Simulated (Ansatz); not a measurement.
Convergence study of the k-point mesh for a (110) slab of CdPd (cut from a parent of space group no. 123; 10 atoms in the cell)

```xyz
10
Lattice="3.6824 0.0000 0.0000 0.0000 4.2824 0.0000 0.0000 0.0000 22.5649" Properties=species:S:1:pos:R:3 pbc="T T T"
Cd     0.0000     3.2118     7.0000
Pd     1.8412     1.0706     7.0000
Cd     0.0000     1.0706     9.1412
Pd     1.8412     3.2118     9.1412
Cd     0.0000     3.2118    11.2825
Pd     1.8412     1.0706    11.2825
Cd     0.0000     1.0706    13.4237
Pd     1.8412     3.2118    13.4237
Cd     0.0000     3.2118    15.5649
Pd     1.8412     1.0706    15.5649
```

Computed with LDA (PW92), default PAW files made with PBE (plane waves; Ansatz, a first-principles code).

Base settings: basis.ecutwfc = 420 eV; kpoints.mp_grid.grid = 4 4 1; hamiltonian.xc = lda; hamiltonian.pseudopotentials = {kind: paw} (the program's default PAW files); scf.occupations.method = fermi_dirac; scf.occupations.width = 0.1 eV.

Only quantities that move along the ladder and can be compared are tabulated.

The count of work is k-points × plane waves × bands × iterations; it is no time. Core times come from one kind of shared machine, to one figure; runs under 30 s give none.

The starting cell comes from a database of computed structures (which also holds hypothetical and non-ambient phases and stackings), without a prior relaxation at this level. The slab is cut from that crystal, and its faces are unrelaxed. Its lattice was rescaled by up to half a per cent. Spin polarisation is off. In the base run, forces exceed 1 eV/Å. Without a gap this mesh is coarse (it stands for a supercell whose shortest in-plane vector is 15 Å).

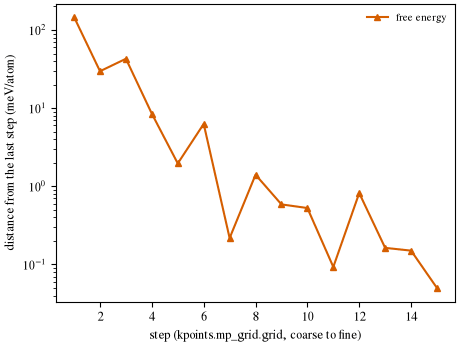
Figure: Distance from the last step along the ladder; very small values are drawn at a floor.

```tsv
kpoints.mp_grid.grid	free energy less the last step's (meV/atom)	largest difference of a force vector from the last step's (eV/Å)	count of work / last	core time / last (rough)
2 2 1	146.15	0.265	0.027	–
3 2 1	-29.67	0.020	0.027	–
3 3 1	42.82	0.164	0.027	–
4 3 1	-8.48	0.073	0.036	–
4 4 1	-1.96	0.038	0.055	–
5 4 1	-6.29	0.058	0.055	–
6 5 1	0.22	0.018	0.073	0.07
7 6 1	-1.41	0.017	0.097	0.09
8 7 1	0.59	0.009	0.12	0.1
9 8 1	-0.53	0.010	0.15	0.1
10 9 1	-0.09	0.009	0.18	0.2
12 11 1	-0.82	0.003	0.25	0.2
14 12 1	-0.16	0.003	0.34	0.3
17 14 1	0.15	0.001	0.44	0.4
20 17 1	0.03	0.001	0.60	0.5
23 20 1	0.00	0.000	1.0	1
```

Coarsest kpoints.mp_grid.grid that holds the free energy within 1 meV/atom of the last step, with all finer ones: 8 7 1, at 0.12 of the last step's count of work and about 0.1 of the last step's time; the step before is off by 1.4 meV/atom.

Keys are those of Ansatz 0.2.
